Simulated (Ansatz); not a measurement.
# AsB2H6N: rotation by 180° about the As2–N4 bond

Aim: the minimum-energy path and barrier of the rotation by 180° about the As2–N4 bond. The ends are relaxed first, then joined by a nudged elastic band. SMILES of the start: B[As](B)N.

Program: Ansatz 0.2.0. Level of theory: RKS r2SCAN-D4/def2-SVP. These are calculated values, not measurements.

### Step 1. The structure to begin with

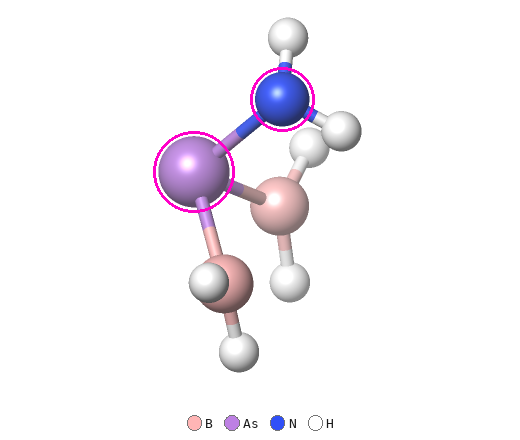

The starting structure, seen from a free direction (boron pink, arsenic purple, nitrogen blue, hydrogen white). Ringed: As2, N4.

As a file:

```xyz
10

B    -1.4046    0.4155   -0.4194
As   -0.3408   -0.6090    0.9104
B     0.8251   -1.4134   -0.5499
N     0.9428    0.8479    1.2322
H    -1.7274   -0.0241   -1.4935
H    -2.0561    1.4207   -0.0593
H     1.9471   -1.8334   -0.2338
H     0.4300   -1.7119   -1.5816
H     0.3563    1.5612    1.8476
H     1.1107    1.2954    0.3504
```

### Step 2. Relaxing end A

input.yaml reads:

```yaml
crystal:
  periodic: [false, false, false]
  atoms:
    - { symbol: B, position_ang: [-1.4046, 0.4155, -0.4194] }
    - { symbol: As, position_ang: [-0.3408, -0.609, 0.9104] }
    - { symbol: B, position_ang: [0.8251, -1.4134, -0.5499] }
    - { symbol: "N", position_ang: [0.9428, 0.8479, 1.2322] }
    - { symbol: H, position_ang: [-1.7274, -0.0241, -1.4935] }
    - { symbol: H, position_ang: [-2.0561, 1.4207, -0.0593] }
    - { symbol: H, position_ang: [1.9471, -1.8334, -0.2338] }
    - { symbol: H, position_ang: [0.43, -1.7119, -1.5816] }
    - { symbol: H, position_ang: [0.3563, 1.5612, 1.8476] }
    - { symbol: H, position_ang: [1.1107, 1.2954, 0.3504] }
basis:
  gaussian: { orbitals: def2-SVP }
hamiltonian:
  xc: r2scan
  dispersion: d4
relax:
  f_tol: 0.015
  max_steps: 40
output:
  orbitals: {}
```

Command:

```sh
$ ansatz run input.yaml --threads 2 --pin off --max-ram 3072MiB --backend cpu --events-out ev --progress --plain --runs-dir out
```

Output, cut to the lines that bear on the results:

```text
Warning: RAYON_NUM_THREADS=2 ignored (pool sized by the plan → 2); use --threads N
[...]
Functional definition: r2SCAN
[...]
1191 factors; their error is unknown
[...]
mean field -63767.55305060 eV, -2343.4143514095 hartree, gradient 3.0e-5 eV, S^2 0.000000; 0 other end points of the search recorded, 0 dependent functions left out
[...]
reference -63767.55306073 eV, -2343.4143517819 hartree; 28, 28 occupied and 76, 76 virtual orbitals, 1191 factors
relax step   1: F+E_penalty+E_count = -63767.60160990 eV  Δ(F+E_penalty+E_count) = +0.000e0 eV  max|allowed force component| = 2.851e0 eV/Å  Δτ_max = 0.0000 Å  (28 SCF iters, accepted)
[...]
relax step   3: F+E_penalty+E_count = -63768.26183002 eV  Δ(F+E_penalty+E_count) = -3.018e-1 eV  max|allowed force component| = 6.723e-1 eV/Å  Δτ_max = 0.1731 Å  (29 SCF iters, accepted)
[...]
relax step   5: F+E_penalty+E_count = -63768.63576279 eV  Δ(F+E_penalty+E_count) = -1.323e-1 eV  max|allowed force component| = 3.211e-1 eV/Å  Δτ_max = 0.2000 Å  (35 SCF iters, accepted)
[...]
relax step   7: F+E_penalty+E_count = -63768.67787515 eV  Δ(F+E_penalty+E_count) = -2.120e-2 eV  max|allowed force component| = 9.985e-2 eV/Å  Δτ_max = 0.2000 Å  (29 SCF iters, accepted)
[...]
relax step   9: F+E_penalty+E_count = -63768.67745576 eV  Δ(F+E_penalty+E_count) = +4.587e-3 eV  max|allowed force component| = 5.180e-1 eV/Å  Δτ_max = 0.1482 Å  (29 SCF iters, rejected (line search))
[...]
relax step  10: F+E_penalty+E_count = -63768.68378509 eV  Δ(F+E_penalty+E_count) = -1.742e-3 eV  max|allowed force component| = 2.017e-2 eV/Å  Δτ_max = 0.0741 Å  (29 SCF iters, accepted)
[...]
relax step  11: F+E_penalty+E_count = -63768.68365413 eV  Δ(F+E_penalty+E_count) = +1.310e-4 eV  max|allowed force component| = 2.412e-1 eV/Å  Δτ_max = 0.0976 Å  (29 SCF iters, rejected (line search))
[...]
1191 factors; their error is unknown
[...]
```

### Step 3. The log goes on: end point A relaxed

Output, continued, cut to the lines that bear on the results:

```text
mean field -63768.63817373 eV, -2343.4542289493 hartree, gradient 1.6e-5 eV, S^2 0.000000; 0 other end points of the search recorded, 0 dependent functions left out
[...]
reference -63768.63818435 eV, -2343.4542293394 hartree; 28, 28 occupied and 76, 76 virtual orbitals, 1191 factors
relax step  12: F+E_penalty+E_count = -63768.68520929 eV  Δ(F+E_penalty+E_count) = -1.424e-3 eV  max|allowed force component| = 2.956e-2 eV/Å  Δτ_max = 0.0488 Å  (30 SCF iters, accepted)
[...]
relax step  18: F+E_penalty+E_count = -63768.68681883 eV  Δ(F+E_penalty+E_count) = -2.397e-5 eV  max|allowed force component| = 2.837e-2 eV/Å  Δτ_max = 0.0133 Å  (31 SCF iters, accepted)
[...]
relax step  19: F+E_penalty+E_count = -63768.68688314 eV  Δ(F+E_penalty+E_count) = -6.431e-5 eV  max|allowed force component| = 9.322e-3 eV/Å  Δτ_max = 0.0116 Å  (31 SCF iters, accepted)
1191 factors; their error is unknown
[...]
Atom 0 at    -1.577578     0.536614    -0.640719 Å, force     0.002919     0.005220     0.006603 eV/Å
Atom 1 at    -0.122583    -0.258600     0.355038 Å, force    -0.007860    -0.009322    -0.004157 eV/Å
Atom 2 at     0.922113    -1.590208    -0.588125 Å, force     0.006011     0.008148     0.003936 eV/Å
Atom 3 at     0.971063     0.939349     1.260045 Å, force    -0.001387     0.002628     0.001037 eV/Å
Atom 4 at    -2.166512    -0.181017    -1.407161 Å, force    -0.002904    -0.001399     0.001731 eV/Å
Atom 5 at    -1.887602     1.684831    -0.446936 Å, force    -0.002384     0.002635    -0.006768 eV/Å
Atom 6 at     2.103288    -1.679504    -0.385396 Å, force     0.001815    -0.006544    -0.002521 eV/Å
Atom 7 at     0.303511    -2.341655    -1.296576 Å, force     0.000705    -0.003620    -0.002651 eV/Å
Atom 8 at     0.718975     0.954909     2.249037 Å, force     0.002619     0.000867     0.000257 eV/Å
Atom 9 at     0.818426     1.884181     0.903892 Å, force     0.000467     0.001386     0.002533 eV/Å
Dipole moment:    -0.087232     0.244495     0.214026 e Å
```

Wall time 54 s (2 threads of Intel Xeon Platinum 8488C (Sapphire Rapids), shared host); peak memory 0.19 GiB.

Relaxation path:

```csv
step,energy from step 1 (eV),largest force component (eV/Å)
1,0.0000,2.8514
2,-0.3584,1.1346
3,-0.6602,0.6723
4,-0.9018,0.6548
5,-1.0342,0.3211
6,-1.0551,0.2856
7,-1.0763,0.0998
8,-1.0804,0.0567
9x,-1.0758,0.5180
10,-1.0822,0.0202
11x,-1.0820,0.2412
12,-1.0836,0.0296
13,-1.0843,0.0882
14x,-1.0840,0.1436
15,-1.0848,0.0401
16,-1.0850,0.0226
17,-1.0852,0.0304
18,-1.0852,0.0284
19,-1.0853,0.0093
```

Step 1 is the start. 3 steps were tried and not accepted (marked x).

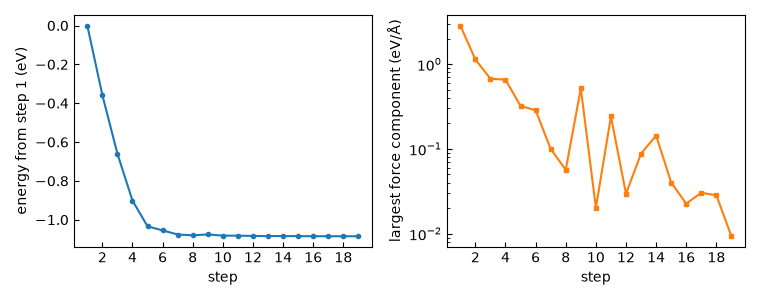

Energy and largest force along the relaxation.

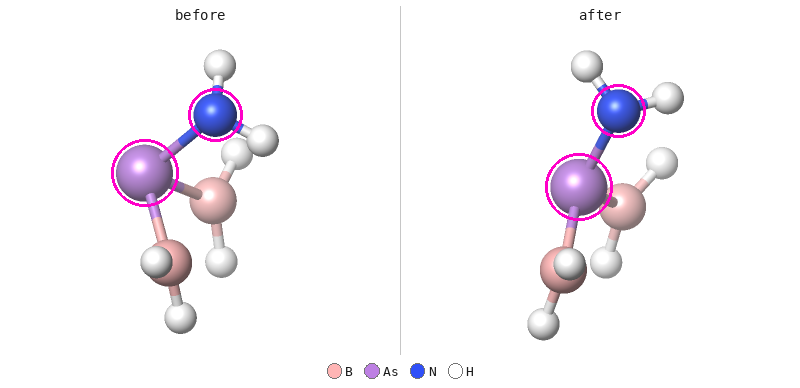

The structure before (left) and after (right), drawn at the same scale.

After: Bond lengths: B1–As2 1.934 Å, As2–B3 1.938 Å, As2–N4 1.857 Å, B1–H5 1.204 Å, B1–H6 1.205 Å, B3–H7 1.202 Å, B3–H8 1.204 Å, N4–H9 1.021 Å, N4–H10 1.021 Å. Angles: B1–As2–B3 115.9°, B1–As2–N4 115.4°, B3–As2–N4 111.3°, As2–B1–H5 116.8°, As2–B1–H6 120.2°, H5–B1–H6 123.0°, As2–B3–H7 119.9°, As2–B3–H8 116.0°, H7–B3–H8 123.9°, As2–N4–H9 109.7°, As2–N4–H10 109.8°, H9–N4–H10 106.7°.

### Step 4. End point B

The second end starts from a geometry with the move made by hand.

Edit input.yaml of step 2 so:

```diff
@@ -11,4 +11,4 @@
     - { symbol: H, position_ang: [0.43, -1.7119, -1.5816] }
-    - { symbol: H, position_ang: [0.3563, 1.5612, 1.8476] }
-    - { symbol: H, position_ang: [1.1107, 1.2954, 0.3504] }
+    - { symbol: H, position_ang: [1.85033, 0.49897, 0.69728] }
+    - { symbol: H, position_ang: [1.16174, 0.83947, 2.21098] }
 basis:
@@ -21,3 +21 @@
   max_steps: 40
-output:
-  orbitals: {}
```

Command:

```sh
$ ansatz run input.yaml --threads 2 --pin off --max-ram 3072MiB --backend cpu --events-out ev --progress --plain --runs-dir out
```

Output, cut to the lines that bear on the results:

```text
Warning: RAYON_NUM_THREADS=2 ignored (pool sized by the plan → 2); use --threads N
[...]
[... 1 set-up line as earlier in the session ...]
[...]
1191 factors; their error is unknown
[...]
mean field -63767.58216214 eV, -2343.4154212389 hartree, gradient 9.5e-6 eV, S^2 0.000000; 0 other end points of the search recorded, 0 dependent functions left out
[...]
reference -63767.58217246 eV, -2343.4154216183 hartree; 28, 28 occupied and 76, 76 virtual orbitals, 1191 factors
relax step   1: F+E_penalty+E_count = -63767.63049357 eV  Δ(F+E_penalty+E_count) = +0.000e0 eV  max|allowed force component| = 2.256e0 eV/Å  Δτ_max = 0.0000 Å  (29 SCF iters, accepted)
[...]
relax step   5: F+E_penalty+E_count = -63768.64101129 eV  Δ(F+E_penalty+E_count) = -9.830e-2 eV  max|allowed force component| = 4.141e-1 eV/Å  Δτ_max = 0.1997 Å  (35 SCF iters, accepted)
[...]
Total energy: -63768.68692675 eV, -2343.4560205895 hartree
Atom 0 at    -1.545174     0.528166    -0.483924 Å, force     0.002198    -0.004843     0.002524 eV/Å
Atom 1 at    -0.066685    -0.350037     0.409660 Å, force    -0.007765     0.000465     0.000603 eV/Å
Atom 2 at     0.960575    -1.587355    -0.664608 Å, force     0.000525     0.001290    -0.002878 eV/Å
Atom 3 at     0.932497     0.858247     1.405571 Å, force     0.002666     0.003071     0.000196 eV/Å
Atom 4 at    -2.181001    -0.154291    -1.245200 Å, force    -0.002567     0.000152    -0.000235 eV/Å
Atom 5 at    -1.830190     1.661682    -0.203794 Å, force     0.002600    -0.001355    -0.001330 eV/Å
Atom 6 at     2.144156    -1.716120    -0.478345 Å, force     0.000585    -0.002883     0.001890 eV/Å
Atom 7 at     0.351162    -2.236344    -1.475244 Å, force     0.000474     0.004312     0.000242 eV/Å
Atom 8 at     1.896561     0.870175     1.069107 Å, force     0.003005     0.000869     0.000404 eV/Å
Atom 9 at     0.966268     0.556617     2.380138 Å, force    -0.001720    -0.001077    -0.001418 eV/Å
Dipole moment:     0.250868    -0.061897     0.217132 e Å
```

Run time: 48 s. Hardware: 2 threads of Intel Xeon Platinum 8488C (Sapphire Rapids), shared host; peak memory 0.19 GiB.

The steps of the relaxation:

```csv
step,energy from step 1 (eV),largest force component (eV/Å)
1,0.0000,2.2559
2,-0.4088,0.9923
3,-0.6951,0.7259
4,-0.9122,0.5090
5,-1.0105,0.4141
6,-1.0442,0.0838
7x,-1.0391,0.1700
8,-1.0519,0.1047
9,-1.0540,0.1414
10x,-1.0539,0.1456
11,-1.0554,0.0747
12,-1.0561,0.0406
13x,-1.0549,0.0431
14,-1.0563,0.0227
15x,-1.0558,0.0288
16x,-1.0563,0.0617
17,-1.0564,0.0078
```

Step 1 is the start. 5 steps were tried and not accepted (marked x).

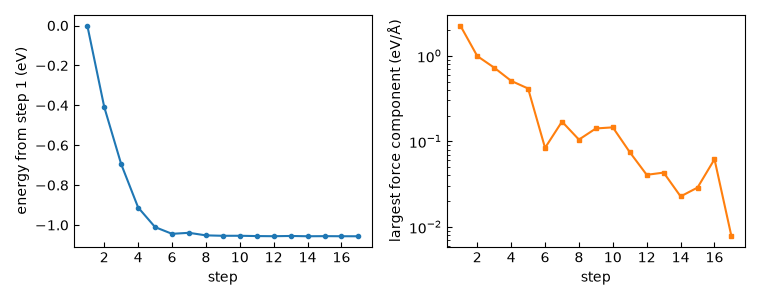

How energy and force went from step to step.

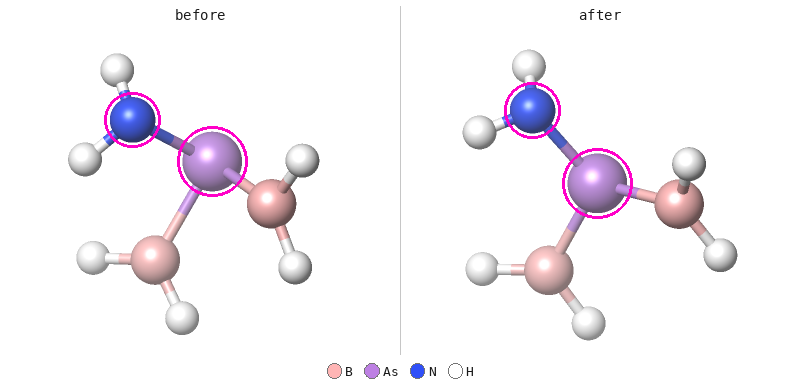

Before and after, at one scale.

After: Bond lengths: B1–As2 1.938 Å, As2–B3 1.934 Å, As2–N4 1.857 Å, B1–H5 1.204 Å, B1–H6 1.202 Å, B3–H7 1.205 Å, B3–H8 1.204 Å, N4–H9 1.021 Å, N4–H10 1.021 Å. Angles: B1–As2–B3 116.0°, B1–As2–N4 111.3°, B3–As2–N4 115.4°, As2–B1–H5 115.9°, As2–B1–H6 120.1°, H5–B1–H6 123.8°, As2–B3–H7 120.3°, As2–B3–H8 116.7°, H7–B3–H8 122.9°, As2–N4–H9 109.8°, As2–N4–H10 109.7°, H9–N4–H10 106.7°.

### Step 5. Nudged elastic band

crystal.atoms is end A as relaxed above, and neb.final_atoms is end B, turned to lie on A. With 7 inner images the band has 9 in all. The start path is listed, through a guess of the saddle.

input.yaml reads:

```yaml
crystal:
  periodic: [false, false, false]
  atoms:
    - { symbol: B, position_ang: [-1.577578, 0.536614, -0.640719] }
    - { symbol: As, position_ang: [-0.122583, -0.2586, 0.355038] }
    - { symbol: B, position_ang: [0.922113, -1.590208, -0.588125] }
    - { symbol: "N", position_ang: [0.971063, 0.939349, 1.260045] }
    - { symbol: H, position_ang: [-2.166512, -0.181017, -1.407161] }
    - { symbol: H, position_ang: [-1.887602, 1.684831, -0.446936] }
    - { symbol: H, position_ang: [2.103288, -1.679504, -0.385396] }
    - { symbol: H, position_ang: [0.303511, -2.341655, -1.296576] }
    - { symbol: H, position_ang: [0.718975, 0.954909, 2.249037] }
    - { symbol: H, position_ang: [0.818426, 1.884181, 0.903892] }
basis:
  gaussian: { orbitals: def2-SVP }
hamiltonian:
  xc: r2scan
  dispersion: d4
neb:
  order_check: false
  images: 7
  f_tol: 0.05
  max_iterations: 60
  final_atoms:
    - { symbol: B, position_ang: [-1.65695145, 0.55436893, -0.77993687] }
    - { symbol: As, position_ang: [-0.2456353, -0.15396554, 0.34350052] }
    - { symbol: B, position_ang: [0.88072379, -1.50576359, -0.45913757] }
    - { symbol: "N", position_ang: [0.65429554, 1.20587883, 1.23293933] }
    - { symbol: H, position_ang: [-2.22027795, -0.24339693, -1.48406581] }
    - { symbol: H, position_ang: [-1.9776097, 1.70900828, -0.68746128] }
    - { symbol: H, position_ang: [2.04666608, -1.57901691, -0.16358581] }
    - { symbol: H, position_ang: [0.34733717, -2.27673934, -1.2146485] }
    - { symbol: H, position_ang: [1.64235657, 1.1930104, 0.97537476] }
    - { symbol: H, position_ang: [0.61219626, 1.04551587, 2.24012022] }
  initial_path:
    images:
      - { positions_ang: [[-1.577578, 0.536614, -0.640719], [-0.122583, -0.2586, 0.355038], [0.922113, -1.590208, -0.588125], [0.971063, 0.939349, 1.260045], [-2.166512, -0.181017, -1.407161], [-1.887602, 1.684831, -0.446936], [2.103288, -1.679504, -0.385396], [0.303511, -2.341655, -1.296576], [0.718975, 0.954909, 2.249037], [0.818426, 1.884181, 0.903892]] }
      - { positions_ang: [[-1.53961114, 0.51212155, -0.639629], [-0.19140884, -0.29697754, 0.47541364], [0.87756298, -1.55749228, -0.5615845], [0.96119489, 0.96321878, 1.18223423], [-2.06505951, -0.17172671, -1.46441215], [-1.92694891, 1.6401404, -0.44327099], [2.04026597, -1.72552941, -0.31411363], [0.31292032, -2.22969573, -1.33769627], [0.89396663, 0.92764854, 2.16870722], [0.72021862, 1.88719239, 0.93745044]] }
      - { positions_ang: [[-1.50164429, 0.4876291, -0.63853901], [-0.26023467, -0.33535507, 0.59578928], [0.83301295, -1.52477655, -0.53504401], [0.95132677, 0.98708857, 1.10442347], [-1.96360703, -0.16243642, -1.5216633], [-1.96629582, 1.5954498, -0.43960598], [1.97724393, -1.77155481, -0.24283125], [0.32232964, -2.11773647, -1.37881654], [1.06895827, 0.90038807, 2.08837745], [0.62201125, 1.89020378, 0.97100888]] }
      - { positions_ang: [[-1.46367743, 0.46313665, -0.63744901], [-0.32906051, -0.37373261, 0.71616492], [0.78846293, -1.49206083, -0.50850351], [0.94145866, 1.01095835, 1.0266127], [-1.86215454, -0.15314613, -1.57891445], [-2.00564273, 1.5507592, -0.43594096], [1.9142219, -1.81758022, -0.17154888], [0.33173897, -2.0057772, -1.4199368], [1.2439499, 0.87312761, 2.00804767], [0.52380387, 1.89321517, 1.00456733]] }
      - { positions_ang: [[-1.42571058, 0.4386442, -0.63635901], [-0.39788635, -0.41211014, 0.83654056], [0.7439129, -1.4593451, -0.48196301], [0.93159054, 1.03482814, 0.94880194], [-1.76070206, -0.14385584, -1.6361656], [-2.04498964, 1.5060686, -0.43227595], [1.85119986, -1.86360562, -0.10026651], [0.34114829, -1.89381794, -1.46105707], [1.41894154, 0.84586714, 1.9277179], [0.42559649, 1.89622656, 1.03812577]] }
      - { positions_ang: [[-1.4835208, 0.46757538, -0.67225348], [-0.35982359, -0.34757399, 0.71328055], [0.77811562, -1.47094972, -0.47625665], [0.86226679, 1.07759081, 1.01983628], [-1.87559603, -0.16874111, -1.59814065], [-2.02814466, 1.55680352, -0.49607229], [1.90006642, -1.79245845, -0.11609633], [0.34269551, -1.98954829, -1.39945493], [1.47479529, 0.93265296, 1.68963211], [0.47224643, 1.68354889, 1.33862438]] }
      - { positions_ang: [[-1.54133101, 0.49650657, -0.70814794], [-0.32176082, -0.28303784, 0.59002054], [0.81231835, -1.48255435, -0.47055029], [0.79294304, 1.12035348, 1.09087063], [-1.99049, -0.19362639, -1.56011571], [-2.01129967, 1.60753844, -0.55986862], [1.94893297, -1.72131127, -0.13192616], [0.34424273, -2.08527864, -1.33785278], [1.53064905, 1.01943877, 1.45154633], [0.51889638, 1.47087121, 1.639123]] }
      - { positions_ang: [[-1.59914123, 0.52543775, -0.74404241], [-0.28369806, -0.21850169, 0.46676053], [0.84652107, -1.49415897, -0.46484393], [0.72361929, 1.16311616, 1.16190498], [-2.10538398, -0.21851166, -1.52209076], [-1.99445469, 1.65827336, -0.62366495], [1.99779953, -1.65016409, -0.14775598], [0.34578995, -2.18100899, -1.27625064], [1.58650281, 1.10622459, 1.21346055], [0.56554632, 1.25819354, 1.93962161]] }
      - { positions_ang: [[-1.65695145, 0.55436893, -0.77993687], [-0.2456353, -0.15396554, 0.34350052], [0.88072379, -1.50576359, -0.45913757], [0.65429554, 1.20587883, 1.23293933], [-2.22027795, -0.24339693, -1.48406581], [-1.9776097, 1.70900828, -0.68746128], [2.04666608, -1.57901691, -0.16358581], [0.34733717, -2.27673934, -1.2146485], [1.64235657, 1.1930104, 0.97537476], [0.61219626, 1.04551587, 2.24012022]] }
```

Command:

```sh
$ ansatz run input.yaml --threads 2 --pin off --max-ram 3072MiB --backend cpu --events-out ev --progress --plain --runs-dir out
```

Output, cut to the lines that bear on the results:

```text
Warning: RAYON_NUM_THREADS=2 ignored (pool sized by the plan → 2); use --threads N
[...]
[... 1 set-up line as earlier in the session ...]
[...]
1191 factors; their error is unknown
[...]
mean field -63768.63997256 eV, -2343.4542950549 hartree, gradient 7.6e-5 eV, S^2 0.000000; 0 other end points of the search recorded, 0 dependent functions left out
[...]
reference -63768.63998331 eV, -2343.4542954499 hartree; 28, 28 occupied and 76, 76 virtual orbitals, 1191 factors
1191 factors; their error is unknown
[...]
mean field -63768.63998574 eV, -2343.4542955394 hartree, gradient 8.3e-5 eV, S^2 0.000000; 0 other end points of the search recorded, 0 dependent functions left out
[...]
reference -63768.63999645 eV, -2343.4542959328 hartree; 28, 28 occupied and 76, 76 virtual orbitals, 1191 factors
NEB end point (image 0): max|allowed force component| = 8.698e-3 eV/Å (the criterion of neb.relax_end_points is 1.000e-2)
[...]
Atom 0 at    -1.564443     0.566085    -0.790531 Å, force     0.003285    -0.006651     0.003868 eV/Å
Atom 1 at    -0.169442    -0.172575     0.320315 Å, force     0.001844     0.009992     0.001480 eV/Å
Atom 2 at     0.891851    -1.560253    -0.502127 Å, force     0.003071     0.004822    -0.007819 eV/Å
Atom 3 at     0.874543     1.136568     1.129498 Å, force    -0.013567    -0.003654    -0.002004 eV/Å
Atom 4 at    -2.163159    -0.231693    -1.463377 Å, force     0.000527     0.000812    -0.001926 eV/Å
Atom 5 at    -1.855094     1.731929    -0.721043 Å, force    -0.002214     0.003445     0.000551 eV/Å
Atom 6 at     2.067327    -1.658823    -0.263692 Å, force    -0.000253    -0.002401     0.002369 eV/Å
Atom 7 at     0.278702    -2.349332    -1.172312 Å, force    -0.002192    -0.001528     0.003953 eV/Å
Atom 8 at     1.459947     0.698152     1.842442 Å, force     0.007609    -0.002815     0.006422 eV/Å
Atom 9 at     0.262870     1.788843     1.623926 Å, force     0.001891    -0.002023    -0.006894 eV/Å
Dipole moment:     0.007350     0.078386     0.396977 e Å
this run last wrote the band of iteration 12 to <dir>
```

It took 3.7 min on 2 threads of Intel Xeon Platinum 8488C (Sapphire Rapids), shared host; peak memory 0.19 GiB.

(Part 1 of 2 ends here.)
